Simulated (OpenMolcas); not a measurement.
Multiconfigurational calculation: Pd³⁺ (part 2 of 2)

The same run, continued: Pd³⁺. Method: state-averaged CASSCF, active space 7 electrons in the shell 4d, basis ANO-RCC-VQZP, DKH2 scalar Hamiltonian, spin-orbit coupling by RASSI with atomic mean-field integrals (OpenMolcas).

The program's output (extracts), continued:
```
--- RASSI ---
SPIN-FREE ENERGIES:
  (Shifted by EMIN (a.u.) =      -5039.8917032407)

 SF State       Relative EMIN(au)   Rel lowest level(eV)    D:o, cm**(-1)      L_eff

     1             0.0000000000        0.0000000000              0.0000         3.0
     2             0.0000000000        0.0000000000              0.0000         3.0
     3             0.0000000000        0.0000000000              0.0000         3.0
     4             0.0000000000        0.0000000000              0.0000         3.0
     5             0.0000000000        0.0000000000              0.0000         3.0
     6             0.0000000000        0.0000000000              0.0000         3.0
     7             0.0000000000        0.0000000000              0.0000         3.0
     8             0.0685886943        1.8663934524          15053.4784         1.0
     9             0.0685886943        1.8663934524          15053.4784         1.0
    10             0.0685886943        1.8663934524          15053.4784         1.0
    11             0.0736127175        2.0031040872          16156.1240         4.0
    12             0.0736127175        2.0031040872          16156.1240         4.0
    13             0.0736127175        2.0031040872          16156.1240         4.0
    14             0.0736127175        2.0031040872          16156.1240         4.0
    15             0.0736127175        2.0031040872          16156.1240         4.0
    16             0.0736127175        2.0031040872          16156.1240         4.0
    17             0.0736127175        2.0031040872          16156.1240         4.0
    18             0.0736127175        2.0031040872          16156.1240         4.0
    19             0.0736127175        2.0031040872          16156.1240         4.0
    20             0.0963850077        2.6227696727          21154.0640         4.4
    21             0.0963850077        2.6227696727          21154.0640         4.6
    22             0.0963850077        2.6227696727          21154.0640         4.8
    23             0.0963850077        2.6227696727          21154.0640         4.9
    24             0.0963850077        2.6227696727          21154.0640         4.3
    25             0.0963850077        2.6227696727          21154.0640         4.4
    26             0.0963850077        2.6227696727          21154.0640         4.5
    27             0.0963850077        2.6227696727          21154.0640         4.0
    28             0.0963850077        2.6227696727          21154.0640         4.5
    29             0.0963850077        2.6227696727          21154.0640         4.6
    30             0.0963850077        2.6227696727          21154.0640         4.2
    31             0.0963850077        2.6227696727          21154.0640         4.6
    32             0.0963850077        2.6227696727          21154.0640         4.6
    33             0.0963850077        2.6227696727          21154.0640         3.4
    34             0.1056087751        2.8737611710          23178.4470         2.0
    35             0.1056087751        2.8737611710          23178.4470         2.0
    36             0.1056087751        2.8737611710          23178.4470         2.0
    37             0.1056087751        2.8737611710          23178.4470         2.0
    38             0.1056087751        2.8737611710          23178.4470         2.0
    39             0.1647018784        4.4817664294          36147.8841         3.0
    40             0.1647018784        4.4817664294          36147.8841         3.0
Eigenvalues of complex Hamiltonian:
   -----------------------------------
  (Shifted by EMIN (a.u.) =      -5039.8917032407)

 SO State       Relative EMIN(au)   Rel lowest level(eV)    D:o, cm**(-1)     J-value

     1            -0.0129173397        0.0000000000              0.0000         4.3
     2            -0.0129173397        0.0000000000              0.0000         3.8
     3            -0.0129173397        0.0000000000              0.0000         3.9
     4            -0.0129173397        0.0000000000              0.0000         3.3
     5            -0.0129173397        0.0000000000              0.0000         3.5
     6            -0.0129173397        0.0000000000              0.0000         4.0
     7            -0.0129173397        0.0000000000              0.0000         2.9
     8            -0.0129173397        0.0000000000              0.0000         3.6
     9            -0.0129173397        0.0000000000              0.0000         3.5
    10            -0.0129173397        0.0000000000              0.0000         3.0
    11            -0.0005347532        0.3369473450           2717.6636         2.7
    12            -0.0005347532        0.3369473450           2717.6636         2.4
    13            -0.0005347532        0.3369473450           2717.6636         2.5
    14            -0.0005347532        0.3369473450           2717.6636         3.1
    15            -0.0005347532        0.3369473450           2717.6636         3.0
    16            -0.0005347532        0.3369473450           2717.6636         2.8
    17            -0.0005347532        0.3369473450           2717.6636         2.4
    18            -0.0005347532        0.3369473450           2717.6636         3.2
    19             0.0073950305        0.5527277508           4458.0500         2.4
    20             0.0073950305        0.5527277508           4458.0500         1.9
    21             0.0073950305        0.5527277508           4458.0500         2.0
    22             0.0073950305        0.5527277508           4458.0500         2.1
    23             0.0073950305        0.5527277508           4458.0500         1.5
    24             0.0073950305        0.5527277508           4458.0500         1.8
    25             0.0124283198        0.6896905287           5562.7293         1.3
    26             0.0124283198        0.6896905287           5562.7293         1.1
    27             0.0124283198        0.6896905287           5562.7293         1.1
    28             0.0124283198        0.6896905287           5562.7293         1.1
    29             0.0632546973        2.0727467187          16717.8297         1.2
    30             0.0632546973        2.0727467187          16717.8297         1.3
    31             0.0632546973        2.0727467187          16717.8297         1.1
    32             0.0632546973        2.0727467187          16717.8297         1.0
    33             0.0635540283        2.0808919315          16783.5253         1.2
    34             0.0635540283        2.0808919315          16783.5253         2.2
    35             0.0635540283        2.0808919315          16783.5253         2.1
    36             0.0635540283        2.0808919315          16783.5253         1.2
    37             0.0635540283        2.0808919315          16783.5253         2.4
    38             0.0635540283        2.0808919315          16783.5253         2.3
    39             0.0666169574        2.1642384776          17455.7605         3.2
    40             0.0666169574        2.1642384776          17455.7605         3.2
    41             0.0666169574        2.1642384775          17455.7605         3.9
Weights of the five most important spin-orbit-free states for each spin-orbit state.

 SO State  Total energy (au)           Spin-free states, spin, and weights
 -------------------------------------------------------------------------------------------------------
    1        -0.012917       6 1.5  0.3792    5 1.5  0.1897    2 1.5  0.0965    4 1.5  0.0950    1 1.5  0.0919
    2        -0.012917       3 1.5  0.2046    6 1.5  0.1912    2 1.5  0.1684    7 1.5  0.1365    5 1.5  0.0961
    3        -0.012917       7 1.5  0.2300    5 1.5  0.1977    1 1.5  0.1652    6 1.5  0.1566    3 1.5  0.1062
    4        -0.012917       3 1.5  0.2178    7 1.5  0.2082    1 1.5  0.1424    2 1.5  0.1359    6 1.5  0.1089
    5        -0.012917       2 1.5  0.2613    4 1.5  0.1688    3 1.5  0.1513    6 1.5  0.1309    1 1.5  0.1175
    6        -0.012917       5 1.5  0.2362    4 1.5  0.2159    6 1.5  0.1361    7 1.5  0.1168    1 1.5  0.1103
    7        -0.012917       3 1.5  0.2428    5 1.5  0.2185    7 1.5  0.1748    2 1.5  0.1564    4 1.5  0.0768
    8        -0.012917       4 1.5  0.3093    1 1.5  0.2115    7 1.5  0.1804    5 1.5  0.1396    3 1.5  0.0650
    9        -0.012917       2 1.5  0.2162    6 1.5  0.1750    1 1.5  0.1404    5 1.5  0.1225    7 1.5  0.1167
   10        -0.012917       1 1.5  0.2618    4 1.5  0.1825    3 1.5  0.1755    2 1.5  0.1664    7 1.5  0.0741
   11        -0.000535       7 1.5  0.2927    2 1.5  0.2388    4 1.5  0.1177    5 1.5  0.1061    6 1.5  0.1061
   12        -0.000535       4 1.5  0.2438    3 1.5  0.1689    7 1.5  0.1489    1 1.5  0.1431    5 1.5  0.1123
```

Spin-orbit levels, grouped by J and assigned:

```tsv
Configuration	Level	E (cm⁻¹)	LS purity (%)	Landé g
4d⁷	⁴F₉/₂	0	98	1.329
4d⁷	⁴F₇/₂	2,718	99	1.237
4d⁷	⁴F₅/₂	4,458	99	1.031
4d⁷	⁴F₃/₂	5,563	97	0.409
4d⁷	⁴P₃/₂	16,720	76	1.633
4d⁷	⁴P₅/₂	16,780	98	1.592
4d⁷	²G₉/₂	17,460	87	1.094
4d⁷	⁴P₁/₂	18,610	91	2.489
4d⁷	²G₇/₂	20,170	99	0.892
4d⁷	J = 3/2 (even, mixed)	23,030	51	1.261
4d⁷	²H₁₁/₂	23,170	100	1.091
4d⁷	²D₅/₂	25,410	96	1.206
4d⁷	²P₁/₂	25,730	91	0.848
4d⁷	²H₉/₂	25,900	89	0.931
4d⁷	²D₃/₂	29,990	69	0.963
4d⁷	²F₅/₂	38,230	99	0.862
4d⁷	²F₇/₂	39,560	99	1.141
4d⁷	²D₃/₂	59,600	100	0.800
4d⁷	²D₅/₂	60,910	98	1.197
```

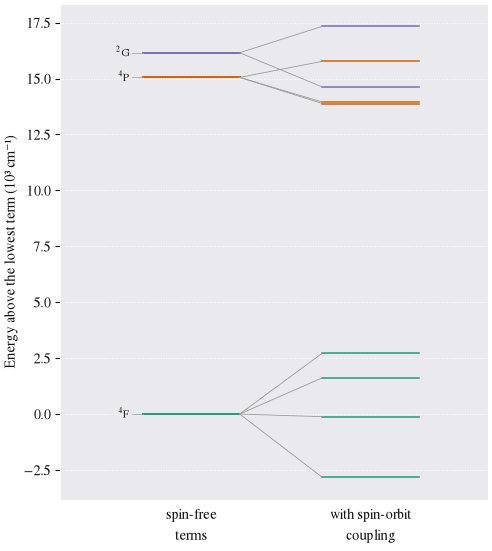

**Figure 2.** Terms of Pd IV (Pd³⁺) without and with spin-orbit coupling; the J values are left off. ⁴F (at 0) splits over 5,560 cm⁻¹ into J = 9/2, 7/2, 5/2, 3/2 from the bottom up (inverted); ⁴P (at 15,100 cm⁻¹) splits over 1,890 cm⁻¹ into J = 3/2, 5/2, 1/2 from the bottom up (irregular); ²G (at 16,200 cm⁻¹) splits over 2,720 cm⁻¹ into J = 9/2, 7/2 from the bottom up (inverted). The ground level lies 2,840 cm⁻¹ below the lowest term.

The input:
```
&GATEWAY
Coord
1

Pd 0.0 0.0 0.0
Basis=ANO-RCC-VQZP
Group=XYZ
NoMove
AngMom=0.0 0.0 0.0
AMFI
&SEWARD
&RASSCF
FileOrb=start.orb
Symmetry=1
Spin=4
nActEl=7 0 0
Inactive=9 9
Ras2=5 0
CIRoot=10 10 1
SDav=10
CIMx=300
Iter=120 100
PrWF=0.3
OrbListing=Nothing
MaxOrb=0
Atom
>>> COPY $Project.JobIph JOB001
&RASSCF
FileOrb=start.orb
Symmetry=1
Spin=2
nActEl=7 0 0
Inactive=9 9
Ras2=5 0
CIRoot=40 40 1
SDav=40
CIMx=300
Iter=120 100
PrWF=0.3
OrbListing=Nothing
MaxOrb=0
Atom
>>> COPY $Project.JobIph JOB002
&RASSI
NrOfJobIphs=2 10 40
1 2 3 4 5 6 7 8 9 10
1 2 3 4 5 6 7 8 9 10 11 12 13 14 15 16 17 18 19 20 21 22 23 24 25 26 27
28 29 30 31 32 33 34 35 36 37 38 39 40
IphNames
JOB001
JOB002
EJob
SpinOrbit
DIPRint=1.0
SOCoupling=1000.0
Subsets=2
MEES
Property=10
'ANGMOM' 1 'ANGMOM' 2 'ANGMOM' 3 'MLTPL  1' 1 'MLTPL  1' 2 'MLTPL  1' 3
'AMFI' 1 'AMFI' 2 'AMFI' 3 'MLTPL  2' 6
SOProperty=3
'ANGMOM' 1 'ANGMOM' 2 'ANGMOM' 3
```

The file start.orb holds starting orbitals from an earlier step. A driver script formed the levels outside the program, from RASSI's spin-orbit matrix and the active-space energies, averaged over the components of each term or state.

Command:
```bash
OMP_NUM_THREADS=1 MOLCAS_MEM=1689 MOLCAS_PROJECT=a pymolcas a.inp > a.log  # once for each step of the input, in one work folder
```

Results in brief:

```
                                 quantity                                                                 value
                                  outcome                                                             converged
                             lowest level                                                             4d⁷ ⁴F₉/₂
                      first excited level                                                 4d⁷ ⁴F₇/₂, 2,718 cm⁻¹
      energy of the lowest spin-free term                                                   −5039.89170 hartree
    energy of the lowest spin-orbit level                                                   −5039.90462 hartree
largest spread among components of a term                                                              0.0 cm⁻¹
                                 hardware  1 thread of Arm Neoverse V2, 24 GiB of memory available, shared host
                                wall time                                                                  11 s
                              peak memory                                                              0.42 GiB
```

Notes:

Without dynamic correlation the splittings between terms come out too large, often by 20 to 50 %.
